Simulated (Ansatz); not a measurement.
**Moving the knobs of a GW run on Si2As4W (MoSi2N4-type monolayer)**

A base run on Si2As4W (MoSi2N4-type monolayer), then changed inputs.

Method: G0W0 on LDA, plane waves, PAW; PAW set soft_1, in Ansatz 0.2.0.

## (1) Set-up

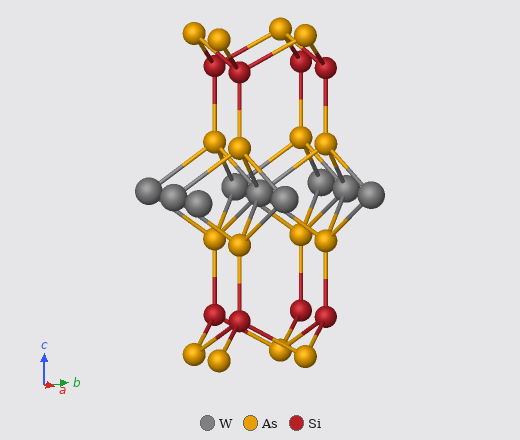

The cell as given, from the side, with the c axis up (tungsten grey, arsenic orange, silicon red). 2×2×1 cells are drawn. Bonds to atoms that aren't drawn are left out. Some periodic images of atoms are drawn too.

The cell holds 7 atoms: 1 W, 4 As and 2 Si. Its edges and angles: a = 3.552 Å, b = 3.552 Å, c = 42.800 Å, α = 90.0°, β = 90.0°, γ = 120.0°. Vacuum lies along c.

Structure file:

```cif
data_structure
_symmetry_space_group_name_H-M 'P 1'
_symmetry_Int_Tables_number 1
_cell_length_a 3.5516
_cell_length_b 3.5516
_cell_length_c 42.8000
_cell_angle_alpha 90.000
_cell_angle_beta 90.000
_cell_angle_gamma 120.000
_cell_volume 467.54
loop_
_atom_site_label
_atom_site_type_symbol
_atom_site_fract_x
_atom_site_fract_y
_atom_site_fract_z
_atom_site_occupancy
W1 W 0.00000 0.00000 0.50000 1
As2 As 0.33333 0.66667 0.53451 1
As3 As 0.33333 0.66667 0.46549 1
Si4 Si 0.33333 0.66667 0.58865 1
Si5 Si 0.33333 0.66667 0.41135 1
As6 As 0.66667 0.33333 0.61437 1
As7 As 0.66667 0.33333 0.38563 1
```

The structure was relaxed with LDA. The runs that relaxed it are not among those shown. Spin-orbit coupling is left out unless a step names it. The Coulomb interaction is cut off across the vacuum.

## (2) The base run: 6×6×1 mesh, 258 empty bands, screening to 39 eV, PAW set soft_1 files

G0W0 replaces the xc potential by the self-energy, built once from these orbitals. Only a window of levels is corrected, while the sums run over the empty bands that the input names. This step takes PAW set soft_1 files.

input.yaml reads:

```yaml
crystal:
  lattice:
    - [3.5515699494, 0.0, 0.0]
    - [-1.7757849747, 3.0757497995, 0.0]
    - [0.0, 0.0, 42.8]
  atoms:
    - { symbol: W, position: [0.0, 0.0, 0.5] }
    - { symbol: As, position: [0.3333333333, 0.6666666667, 0.5345136757] }
    - { symbol: As, position: [0.3333333333, 0.6666666667, 0.4654863243] }
    - { symbol: Si, position: [0.3333333333, 0.6666666667, 0.5886517272] }
    - { symbol: Si, position: [0.3333333333, 0.6666666667, 0.4113482728] }
    - { symbol: As, position: [0.6666666667, 0.3333333333, 0.6143724848] }
    - { symbol: As, position: [0.6666666667, 0.3333333333, 0.3856275152] }
  periodic: [true, true, false]
kpoints:
  mp_grid: { grid: [6, 6, 1] }
hamiltonian:
  xc: lda
  pseudopotentials: { kind: paw, azcp: { folder: soft_1 }, xc_functional: pbe }
scf:
  occupations: { method: fixed }
gw:
  n_empty_bands: 258
  ecut_chi: 39.0
  qp_bands: [v2, c2]
  qp_kpoints: band_edges
  screening: { model: contour_deformation }
```

Command:

```sh
ansatz run input.yaml --threads 4 --pin off --max-ram 17510MiB --backend cpu --events-out ev --progress --plain --runs-dir out
```

Numbers of over 12 decimals in the logs are rounded to 6 here.

The log of the run:

```text
Engine: ansatz 0.2.0, aarch64-unknown-linux-gnu
Pseudopotentials: kind: paw
Pseudopotential: W, paw, valence charge 14, recommended cutoff 420 eV (normal), soft_1/W.paw.azcp
Pseudopotential: As, paw, valence charge 15, recommended cutoff 420 eV (normal), soft_1/As.paw.azcp
Pseudopotential: Si, paw, valence charge 4, recommended cutoff 420 eV (normal), soft_1/Si.paw.azcp
Functional definition: SPW92
  exchange = slater_x
  correlation = pw_c
Crystal: 7 atoms, lattice volume = 467.536 Å³
Basis set: ecut = 420 eV, 9017 PW (Γ)
Bands: 50, of which v1, the nominal top of the filled ones, is band 41 counted from 1 (40 counted from 0)
Symmetry: 12 space group operations
Space group: P-6m2 (ITA 187), of the structure as read, at distance tolerance 7.8e-5 Å
k-points: 7 of 36 (time reversal used)
Non-local potential: W, projectors of the file, l = 0: 3, l = 1: 2, l = 2: 2, l = 3: 1
Non-local potential: As, projectors of the file, l = 0: 2, l = 1: 2, l = 2: 3, l = 3: 1
Non-local potential: Si, projectors of the file, l = 0: 2, l = 1: 2, l = 2: 1
PAW form: soft (Blöchl's): semilocal exchange-correlation on the pseudo side does not see the compensation charge
PAW frozen core: W, regenerated for the run's functional, and the local potential with it (the file was generated under x = pbe(κ = 0.804, μ = 0.219515), c = pbe(β = 0.066725))
PAW frozen core: As, regenerated for the run's functional, and the local potential with it (the file was generated under x = pbe(κ = 0.804, μ = 0.219515), c = pbe(β = 0.066725))
PAW frozen core: Si, regenerated for the run's functional, and the local potential with it (the file was generated under x = pbe(κ = 0.804, μ = 0.219515), c = pbe(β = 0.066725))
PAW one-centre angular grid: W, 590 points (default); XC on 64 Gauss nodes
PAW one-centre angular grid: As, 590 points (default); XC on 64 Gauss nodes
PAW one-centre angular grid: Si, 110 points (default); XC on 64 Gauss nodes
Initial density: superposition of atomic densities (neutral atoms: chi_scale 0, normalization atom)
Initial wavefunctions: pseudopotential atomic-orbital guess
Functional: x = slater, c = lda
SCF iter   1: F=—  HF=-30443.663351 eV  |F-HF|=—  |Δ(HF+E_count)|=         —  Δρ=2.18e-2  dr2=3.63e0  ethr=3.10e-3  ⟨swp⟩=6.9  Hψ=1578  notcnv=0  defer=44
preconditioner: auto → Resta (q_TF=auto, 2.041 Å⁻¹)  ε∞=2.3  [insulator: Δε(μ)=0.355 eV  Ē_g=8.657 eV  n_scr=26 (ndim 8)  ℏωp=10.0 eV  f_vac=0.680  ε∞_Penn≈2.3  vacuum switching on, ρ_ref=5.4e-3 e/Å³]
SCF iter   2: F=—  HF=-30443.050964 eV  |F-HF|=—  |Δ(HF+E_count)|=   6.12e-1  Δρ=1.28e-2  dr2=2.23e0  ethr=3.10e-3  ⟨swp⟩=3.7  Hψ=625  notcnv=0  defer=47
SCF iter   3: F=—  HF=-30443.007097 eV  |F-HF|=—  |Δ(HF+E_count)|=   4.39e-2  Δρ=8.91e-3  dr2=2.48e0  ethr=2.72e-3  ⟨swp⟩=4.1  Hψ=600  notcnv=0  defer=45
[...]
eigenvalues of the whole cell's RPA ε∞ on this k-mesh (on a slab, of 1 + 4πα/V) = 1.2709, 10.3548, 10.3548; static W/v taken at q = 0 is 0.246423
  gw.qp_kpoints: band_edges: 6 of 7 stored k-points solved, in 1 pass; an edge of the gap read off the rows below is read off those points alone
    valence top: of the k-points left out ik 4 came nearest to being solved in a further pass, in band 41 (counted from 1, as in the quasiparticle table): it holds the edge there only if its correction is more favourable than any solved in that band by at least 0.956 eV; those differ by 0.242 eV
    conduction bottom: of the k-points left out ik 4 came nearest to being solved in a further pass, in band 43 (counted from 1, as in the quasiparticle table): it holds the edge there only if its correction is more favourable than any solved in that band by at least 0.795 eV; those differ by 0.762 eV
  `?` marks the rows in doubt; gw_qp.tsv's column doubts and the gw_qp event give each row's grounds
    ik  band        ε_KS         Σx   Σc(E_QP)       V_xc       Z   E_QP_lin       E_QP  E_QP is
     0    40     -5.6637   -16.8433     1.5298   -15.6088  0.6885    -5.3783    -5.3685  root
     0    41     -5.2576   -17.0822     1.0720   -16.4303  0.6785    -4.8542    -4.8375  root
     0    42     -2.4189    -9.9421    -3.8798   -15.0458  0.6914    -1.3986    -1.1949  root ?
     0    43     -2.4073   -10.1912    -3.8712   -15.2989  0.6898    -1.3744    -1.1708  root ?
     1    40     -6.0932   -16.1563     1.7113   -14.7061  0.6986    -5.8504    -5.8322  root
     1    41     -5.4424   -17.6419     1.1889   -16.8934  0.6736    -5.0205    -5.0020  root
     1    42     -3.0927    -9.5742    -3.3589   -13.8636  0.6881    -2.4310    -2.1622  root ?
     1    43     -2.9523    -9.9669    -3.5168   -14.4639  0.6892    -2.2141    -1.9721  root ?
     2    40     -6.3118   -18.3526     1.8364   -16.9575  0.6651    -5.8916    -5.8706  root
     2    41     -5.9972   -17.1109     1.2988   -16.1931  0.6609    -5.6331    -5.6161  root
     2    42     -3.6854   -10.5607    -3.2653   -14.8126  0.6891    -2.9530    -2.6988  root ?
     2    43     -3.4975    -8.4512    -3.4018   -12.7848  0.6935    -2.8454    -2.5658  root ?
     3    40     -6.0462   -16.7917     1.2927   -15.8487  0.6647    -5.7108    -5.6965  root
     3    41     -5.7378   -17.4791     1.6601   -16.2334  0.6865    -5.3406    -5.3235  root
     3    42     -3.6441    -8.9969    -3.1755   -13.0932  0.6964    -3.0002    -2.7234  root ?
     3    43     -3.6216    -7.9712    -3.8632   -12.3094  0.6965    -3.0190    -3.1466  root ?
     5    40     -6.5244   -15.9441     1.8992   -14.2215  0.6801    -6.3519    -6.3478  root
     5    41     -5.5244   -17.9465     0.9357   -17.5343  0.6703    -5.0259    -5.0009  root
     5    42     -3.9006   -13.1838    -3.0209   -17.2412  0.6796    -3.0991    -2.8641  root ?
     5    43     -3.2968   -13.8767    -3.7960   -18.7739  0.6428    -2.4392    -2.1956  root ?
     6    40     -6.9065   -15.4489     1.9322   -13.5854  0.6692    -6.8386    -6.8378  root
     6    41     -4.8773   -18.2789     0.3516   -18.5507  0.6768    -4.2832    -4.2538  root
     6    42     -4.3745   -14.8145    -2.8169   -18.6147  0.6735    -3.5566    -3.3912  root ?
     6    43     -3.8126   -11.9340    -3.3589   -16.3404  0.6865    -2.9867    -2.7651  root ?
[key lines of the parts left out:]
SCF converged after 10 iterations
Free energy (F): -30442.722323 eV
Fermi energy:    -4.877266 eV
```

Elapsed: 3.4 min, on 4 threads of Arm Neoverse V1, shared host; peak memory 3.3 GiB; 13 min of CPU time.

In the SCF lines HF is the Harris–Foulkes energy and dr2 the Hartree energy of the density residual, in eV; the loop may stop once dr2 is under the threshold and the program's other checks hold. Hψ counts applications of the Hamiltonian.

This step gave:

| Property | Result |
| --- | --- |
| bands summed | 299 |
| plane waves in the screening matrix | 241 |
| q-points in the mesh | 36 |
| G0W0 gap on the mesh | 0.8626 eV |
| k of the valence top | 0.3333, 0.3333, 0 |
| k of the conduction bottom | 0.3333, 0.3333, 0 |
| starting gap on the mesh | 0.5028 eV |
| Z at the valence top | 0.6768 |
| Z at the conduction bottom | 0.6735 |
| least direct G0W0 gap on the computed points | 0.8626 eV |

The gap on the mesh goes from 0.50 eV to 0.86 eV, a correction of +0.36 eV. The program marks an edge row as in doubt. Between the two edge states, bare exchange in place of the xc potential would open the gap by 3.53 eV, and correlation takes back 3.17 eV.

## (3) Variant: frequency model

input.yaml, as its differences from that of step 2:

```diff
@@ -26,2 +26,2 @@
   qp_kpoints: band_edges
-  screening: { model: contour_deformation }
+  screening: { model: godby_needs }
```

The log of the run:

```text
[...]
Crystal: 7 atoms, lattice volume = 467.536 Å³
Basis set: ecut = 420 eV, 9017 PW (Γ)
Bands: 50, of which v1, the nominal top of the filled ones, is band 41 counted from 1 (40 counted from 0)
[... 1 set-up line as in the run before ...]
[...]
k-points: 7 of 36 (time reversal used)
[...]
SCF iter   1: F=—  HF=-30443.663351 eV  |F-HF|=—  |Δ(HF+E_count)|=         —  Δρ=2.18e-2  dr2=3.63e0  ethr=3.10e-3  ⟨swp⟩=6.9  Hψ=1578  notcnv=0  defer=44
[...]
SCF iter  10: F=-30442.722323 eV  HF=-30442.722323 eV  |F-HF|=1.82e-8  |Δ(HF+E_count)|=   1.52e-7  Δρ=2.15e-6  dr2=4.76e-8  ethr=1.22e-10  ⟨swp⟩=20.0  Hψ=2171  notcnv=0
SCF 1 converged in 10 iterations: F = -30442.722323 eV  dr2 = 4.76e-8
[...]
NSCF: frozen V_eff on 7 k-points
G₀W₀ screening: q 1/7
[... further progress lines ...]
SCF converged after 10 iterations
Free energy (F): -30442.722323 eV
[...]
Internal energy: -30442.722323 eV  (E = F + TS)
E sigma→0 (E₀):  -30442.722323 eV
Fermi energy:    -4.877266 eV
[...]
--- Band table (eV; the first three rows and the last of 7) ---
  k-point 0: bands = [... 37 lower, -5.7094, -5.6637, -5.6637, -5.2576, -2.4189, -2.4073, -2.1874, -2.1874, ... 5 higher]
  k-point 1: bands = [... 37 lower, -6.3584, -6.2442, -6.0932, -5.4424, -3.0927, -2.9523, -2.1156, -2.1078, ... 5 higher]
  k-point 2: bands = [... 37 lower, -7.0179, -6.4214, -6.3118, -5.9972, -3.6854, -3.4975, -3.3412, -2.8688, ... 5 higher]
  k-point 6: bands = [... 37 lower, -7.1697, -6.9767, -6.9065, -4.8773, -4.3745, -3.8126, -2.9285, -2.7030, ... 5 higher]
  ° read free of the cell's end (the report's vacuum.weakly_bound_levels)
--- G₀W₀: ω_p = 29.9837 eV, 36 q-points, 258 empty bands' worth ---
[...]
GN-PPA: 1033170/2416045 pairs with Re ω̃² < 0 across q-mesh
[...]
0    40     -5.6637   -16.8433     1.5534   -15.6088  0.7768    -5.3456    -5.3448  root
     0    41     -5.2576   -17.0822     1.0772   -16.4303  0.7788    -4.8333    -4.8323  root
     0    42     -2.4189    -9.9421    -3.9976   -15.0458  0.7815    -1.2992    -1.3128  root
     0    43     -2.4073   -10.1912    -3.9816   -15.2989  0.7814    -1.2673    -1.2813  root
     1    40     -6.0932   -16.1563     1.7159   -14.7061  0.7809    -5.8281    -5.8276  root
     1    41     -5.4424   -17.6419     1.1903   -16.8934  0.7763    -5.0017    -5.0006  root
     1    42     -3.0927    -9.5742    -3.5664   -13.8636  0.7843    -2.3650    -2.3697  root
     1    43     -2.9523    -9.9669    -3.6986   -14.4639  0.7833    -2.1481    -2.1540  root
[...]
6    40     -6.9065   -15.4489     1.8926   -13.5854  0.7667    -6.8774    -6.8774  root
     6    41     -4.8773   -18.2789     0.3763   -18.5507  0.7759    -4.2310    -4.2292  root
     6    42     -4.3745   -14.8145    -2.8896   -18.6147  0.7768    -3.4591    -3.4639  root
     6    43     -3.8126   -11.9340    -3.5065   -16.3404  0.7796    -2.9061    -2.9127  root
```

It took 3 min on 4 threads; peak memory 3.2 GiB.

The G0W0 gap on the mesh is 0.765 eV.

Against the base:

```csv
setting,base,variant
frequency model,contour deformation,plasmon pole
```

```csv
quantity,variant,base
starting gap on the mesh,0.503,0.503
G0W0 gap on the mesh,0.765,0.863
least direct G0W0 gap on the computed points,0.765,0.863
Z at the valence top,0.776,0.677
Z at the conduction bottom,0.777,0.673
```

## (4) Outcome

* base: 0.86 eV, 3.4 min
* frequency model: 0.77 eV, 3 min

In words: Frequency model: the gap moves by −0.10 eV. All runs here use a coarse mesh and modest cutoffs; they test settings and are not final values. Mesh or cutoff lie under what a gap needs, so these runs test behaviour and cost; their gaps are not to be quoted. The mesh in the plane is coarse for a sheet; gap and any exciton binding can still move on denser ones. The many-body steps are scalar-relativistic: spin-orbit coupling is not in them. The program marks a band-edge row as in doubt, so the gap is less sure than its digits.

[Paths, hosts, dates, memory and timing lines, banners, echoed tables and standing remarks are left out of the program output.]

[Logs are printed without paths, hosts, clocks, repeated set-up lines and the standing remarks that a program may print on its own settings, such as how far it seeks lower states.]

[Runs of the session that timed out or met a known fault of the program may be left out.]

[Cells called generated may have been cut or substituted from an entry of the Crystallography Open Database or the Materials Project.]

[Hosts, paths, dates, database ids (printed as entryN), source tags and the programs' standing remarks are cut or masked in the printed files.]
